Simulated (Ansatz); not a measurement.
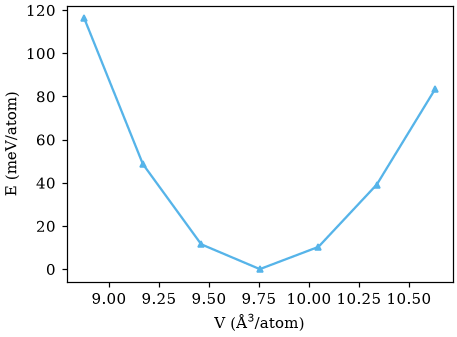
Fig. 1. ReC (CsCl type, Pm-3m) under volume change, DFT-PBE in the program Ansatz with PAW potentials, scaled uniformly.

### Question
What does a third-order Birch–Murnaghan fit give for V₀, B₀ and B′?

### Answer
V₀ = 9.75 Å³/atom, B₀ = 396 GPa, B′ = 4.5.

A made-up cell: these elements were put on the sites of a structure type; neither database checked (COD, Materials Project) lists it. Its standing as an ambient phase is unchecked. Symmetry was held in the PBE relaxation; whether a distortion lowers the energy is not shown. No spin polarisation was allowed. Spin–orbit coupling is left out wherever it is not named.

Potentials: the later of the program's two PAW sets.
